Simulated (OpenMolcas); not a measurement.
**Run report: C2H7NSi, single-point calculation (part 2 of 2)**

C2H7NSi; revPBE/cc-pVDZ, RKS (OpenMolcas 26.06). A bond length was changed on purpose from its optimised value.

Geometry of the input (Å):
```
C  -0.3891  1.4265  -0.9705
C  0.3763  1.2981  0.1096
Si 0.8835  -0.3550  0.8071
N  0.2899  -1.7142  -0.0541
H  -0.6801  2.3941  -1.3702
H  -0.7598  0.5551  -1.5046
H  0.7200  2.2062  0.6061
H  0.3865  -0.4471  2.2071
H  2.3702  -0.4272  0.8105
H  0.6919  -1.9965  -0.9318
H  -0.9538  -2.1021  0.0563
```

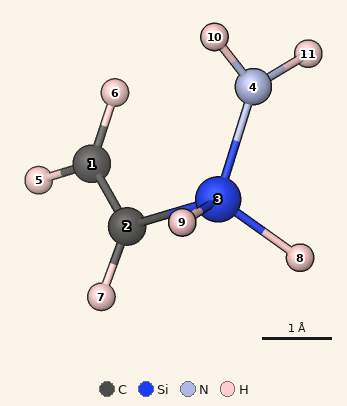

The input geometry (ball-and-stick view, seen at a tilt; atoms are numbered from 1 in the order of the input).

Output, continued:
```
      Symmetry species               1
                                     a
      Frozen orbitals                0
      Occupied orbitals             20
      Secondary orbitals            75
      Deleted orbitals               0
      Total number of orbitals      95
      Number of basis functions     95
--

      Molecular charge                           0.000

      Numerical integration parameters
      --------------------------------
      Radial quadrature type:                         MHL
      Size of radial grid:                            99
      Lebedev angular grid:                           41
      Angular grid pruned with the crowding factor:  1.00E+10
                                 and fading factor:  1.00E+01
      Screening threshold for integral computation:   1.00E-11
      Radial quadrature accuracy:                     1.00E-25
      Maximum batch size:                             128
      AO values are stored on disk
      The same grid will be used for all iterations.

      DFT functional specifications
      -----------------------------
      Using Libxc version: 6.2.2
      Please cite the following reference:
      S. Lehtola, C. Steigemann, M. J.T. Oliveira, and M. A.L. Marques.,  SoftwareX 7, 1–5 (2018) doi:10.1016/j.softx.2017.11.002

      * Revised PBE from Zhang & Yang
        - Y. Zhang and W. Yang.,  Phys. Rev. Lett. 80, 890 (1998) doi:10.1103/PhysRevLett.80.890
      * Perdew, Burke & Ernzerhof
        - J. P. Perdew, K. Burke, and M. Ernzerhof.,  Phys. Rev. Lett. 77, 3865 (1996) doi:10.1103/PhysRevLett.77.3865
        - J. P. Perdew, K. Burke, and M. Ernzerhof.,  Phys. Rev. Lett. 78, 1396 (1997) doi:10.1103/PhysRevLett.78.1396

++    Optimization specifications:
      ----------------------------

      SCF Algorithm: Conventional
      D(i)-D(i-1) density differences are used
      Number of density matrices in core                 5
      Maximum number of NDDO SCF iterations            400
      Maximum number of HF SCF iterations              400
      Threshold for SCF energy change             1.00E-10
      Threshold for density matrix                1.00E-07
      Threshold for Fock matrix                   1.00E-07
      Threshold for linear dependence             1.00E-09
      Threshold at which DIIS is turned on        1.50E-01
      Maximum depth in the DIIS procedure                5
      Maximum depth in the BFGS Hessian update          30
      Threshold at which QNR/C2DIIS is turned on  7.50E-02
      Threshold for Norm(delta) (QNR/C2DIIS)      1.00E-05
      All orbitals punched on: SCFORB
--

      Input vectors read from INPORB
      Orbital file label: *Guess orbitals

++ Convergence information
                                   REVPBE     iterations: Energy and convergence statistics

Iter     Tot. REVPBE     One-elec.       Two-elec.     Energy      Max Dij or  Max Fij      DNorm      TNorm      AccCon     Time
         Energy          Energy          Energy        Change      Delta Norm                                                in Sec.
   1  -424.113131597  -932.908437303   350.788710866   0.00E+00    5.16E-01*   7.49E-02*    9.15E+00   1.58E+02   None         4.
   2  -424.063189401  -940.111565631   358.041781390   4.99E-02*   2.17E-01*   8.87E-02*    6.77E+00   1.60E+02   EDIIS        3.
   3  -424.424482130  -939.106505239   356.675428269  -3.61E-01*   1.90E-01*   5.11E-02*    2.58E+00   1.60E+02   EDIIS        2.
   4  -424.408694918  -934.659251252   352.243961494   1.58E-02*   1.15E-01*   2.24E-02*    1.86E+00   1.59E+02   EDIIS        3.
   5  -424.510660276  -937.961494135   355.444239019  -1.02E-01*   2.25E-01*   2.83E-02*    6.32E-01   1.60E+02   c2DIIS       3.
   6  -424.485308408  -937.320896607   354.828993359   2.54E-02*   3.12E-02*   1.84E-02*    9.05E-01   1.59E+02   c2DIIS       2.
   7  -424.517364104  -937.142403104   354.618444160  -3.21E-02*   6.73E-02*   9.30E-03*    2.32E-01   1.59E+02   QNRc2DIIS    2.
   8  -424.513417142  -938.093128687   355.573116705   3.95E-03*   4.84E-02*   2.56E-02*    3.80E-01   1.60E+02   QNRc2DIIS    2.
   9  -424.518256951  -937.644247817   355.119396026  -4.84E-03*   7.01E-03*   2.28E-03*    2.28E-01   1.60E+02   QNRc2DIIS    3.
  10  -424.518366625  -937.510089795   354.985128331  -1.10E-04*   7.20E-04*   2.77E-04*    5.11E-02   1.59E+02   QNRc2DIIS    2.
  11  -424.518368005  -937.515377246   354.990414401  -1.38E-06*   2.17E-04*   7.43E-05*    5.53E-03   1.59E+02   QNRc2DIIS    3.
  12  -424.518368076  -937.514340266   354.989377350  -7.17E-08*   1.32E-04*   2.98E-05*    1.73E-03   1.59E+02   QNRc2DIIS    2.
  13  -424.518368094  -937.514864181   354.989901247  -1.79E-08*   3.71E-05*   9.03E-06*    1.24E-03   1.59E+02   QNRc2DIIS    3.
  14  -424.518368096  -937.514748368   354.989785432  -1.94E-09*   9.05E-06    1.45E-06*    3.58E-04   1.59E+02   QNRc2DIIS    3.
  15  -424.518368096  -937.514721248   354.989758311  -1.35E-10*   1.39E-06    2.34E-07*    6.24E-05   1.59E+02   QNRc2DIIS    3.
  16  -424.518368096  -937.514734102   354.989771165  -1.36E-12    3.61E-07    6.32E-08     1.12E-05   1.59E+02   QNRc2DIIS    2.

       Convergence after  16 Iterations
--

 *****************************************************************************************************************************
 *                                             SCF/KS-DFT Program, Final results                                             *
 *                                                       Final Results                                                       *
 *****************************************************************************************************************************

::    Total KS-DFT energy                            -424.5183680962
      One-electron energy                            -937.5147341016
      Two-electron energy                             354.9897711651
      Nuclear repulsion energy                        158.0065948402
      Kinetic energy (interpolated)                   422.5176613652
      Virial theorem                                    1.0047352026
      Total spin, S(S+1)                                0.0000000000
      Total spin, S                                     0.0000000000
      Max non-diagonal density matrix element           0.0000001710
      Max non-diagonal Fock matrix element              0.0000000285

      All orbitals with orbital energies smaller than  E(LUMO)+0.5 are printed

++    Molecular orbitals:
      -------------------

      Title: RKS-DFT orbitals

      Molecular orbitals for symmetry species 1: a

          Orbital            1         2         3         4         5         6         7         8         9        10
          Energy          -65.4376  -14.0038   -9.9054   -9.8909   -5.0583   -3.4653   -3.4638   -3.4631   -0.7426   -0.6835
          Occ. No.          2.0000    2.0000    2.0000    2.0000    2.0000    2.0000    2.0000    2.0000    2.0000    2.0000

          Orbital           11        12        13        14        15        16        17        18        19        20
          Energy           -0.5185   -0.4594   -0.4032   -0.3975   -0.3581   -0.3225   -0.2950   -0.2734   -0.2344   -0.2007
          Occ. No.          2.0000    2.0000    2.0000    2.0000    2.0000    2.0000    2.0000    2.0000    2.0000    2.0000

          Orbital           21        22        23        24        25        26        27        28        29        30
          Energy           -0.0338   -0.0281    0.0433    0.0703    0.0774    0.0815    0.1003    0.1064    0.1166    0.1611
          Occ. No.          0.0000    0.0000    0.0000    0.0000    0.0000    0.0000    0.0000    0.0000    0.0000    0.0000

          Orbital           31        32        33        34        35        36        37        38        39        40
          Energy            0.2651    0.2719    0.3042    0.3300    0.3441    0.3569    0.3842    0.4074    0.4233    0.4516
          Occ. No.          0.0000    0.0000    0.0000    0.0000    0.0000    0.0000    0.0000    0.0000    0.0000    0.0000

--

++    Molecular charges:
      ------------------

      Mulliken charges per centre and basis function type
      ---------------------------------------------------

                C1      C2      SI3     N4      H5      H6      H7      H8      H9      H10     H11
      1s       3.0818  3.2289  5.1003  3.4759  0.9571  0.9730  0.9746  1.0685  1.0644  0.8418  0.8165
      2px      0.9758  0.9556  2.7696  1.1185  0.0069  0.0075  0.0076  0.0018  0.0082  0.0147  0.0174
      2pz      0.9831  0.9638  2.7455  1.2614  0.0076  0.0088  0.0089  0.0074  0.0011  0.0272  0.0054
      2py      0.8983  0.9608  2.6585  1.4677  0.0163  0.0146  0.0158  0.0008  0.0009  0.0171  0.0073
      3d2+     0.0042  0.0042  0.1234  0.0021  0.0000  0.0000  0.0000  0.0000  0.0000  0.0000  0.0000
      3d1+     0.0047  0.0059  0.0292  0.0010  0.0000  0.0000  0.0000  0.0000  0.0000  0.0000  0.0000
      3d0      0.0084  0.0081  0.0914  0.0027  0.0000  0.0000  0.0000  0.0000  0.0000  0.0000  0.0000
      3d1-     0.0179  0.0129  0.0703  0.0013  0.0000  0.0000  0.0000  0.0000  0.0000  0.0000  0.0000
      3d2-     0.0091  0.0070  0.0509  0.0008  0.0000  0.0000  0.0000  0.0000  0.0000  0.0000  0.0000
      Total    5.9832  6.1473 13.6392  7.3313  0.9879  1.0039  1.0068  1.0786  1.0745  0.9008  0.8465

      N-E      0.0168 -0.1473  0.3608 -0.3313  0.0121 -0.0039 -0.0068 -0.0786 -0.0745  0.0992  0.1535

      Total electronic charge=   40.000000

      Total            charge=   -0.000000
--

++    Molecular properties:
      ---------------------

      Charge (e):
                      =   -0.0000
      Dipole Moment (debye):
      Origin of the operator (angstrom)=    0.4164   -0.0144    0.1556
                   X= -8.5316E-01               Y= -3.6154E-01               Z= -1.0798E+00           Total=  1.4228E+00
      Quadrupole Moment (debye*angstrom):
      Origin of the operator (angstrom)=    0.4164   -0.0144    0.1556
                  XX= -3.2859E+01              XY=  2.1153E+00              XZ=  2.7962E-01              YY= -3.1628E+01
                  YZ=  2.4561E+00              ZZ= -3.3353E+01
      In traceless form (debye*angstrom)
                  XX= -3.6825E-01              XY=  3.1730E+00              XZ=  4.1943E-01              YY=  1.4778E+00
                  YZ=  3.6842E+00              ZZ= -1.1095E+00
--

--- Stop Module: scf /rc=_RC_ALL_IS_WELL_ ---
--- Module scf spent 49 seconds ---

.##################.
.# Happy landing! #.
.##################.

    Timing: Wall=54.04 User=46.95 System=6.28
```

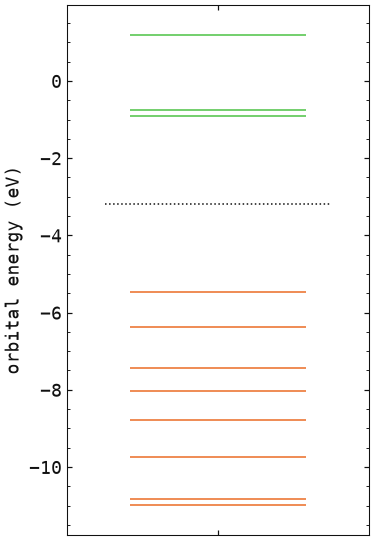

Orbital energies near the frontier; the dotted line parts filled from empty levels, and levels within 0.02 eV of each other stand side by side. Highest filled −5.46 eV, lowest empty −0.92 eV, 4.54 eV apart.

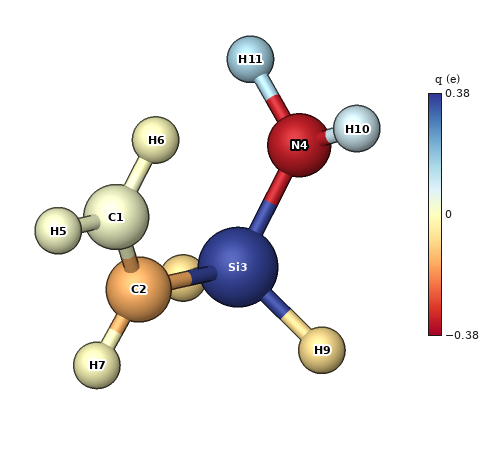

Mulliken charges, as the colour of each atom (ball-and-stick view, seen at a tilt; atoms are numbered from 1 in the order of the input). By element: C −0.15 to +0.02, Si +0.36, N −0.33 and H −0.08 to +0.15 e.

Summary:

- outcome: converged
- total energy: −424.518368 hartree
- basis functions: 95
- HOMO: −5.46 eV
- LUMO: −0.92 eV
- dipole moment: 1.42 debye
- hardware: 1 thread of Intel Xeon @ 2.50GHz (Skylake/Cascade Lake), 176 GiB of memory available, shared host
- wall time: 54 s
- peak memory: 0.52 GiB
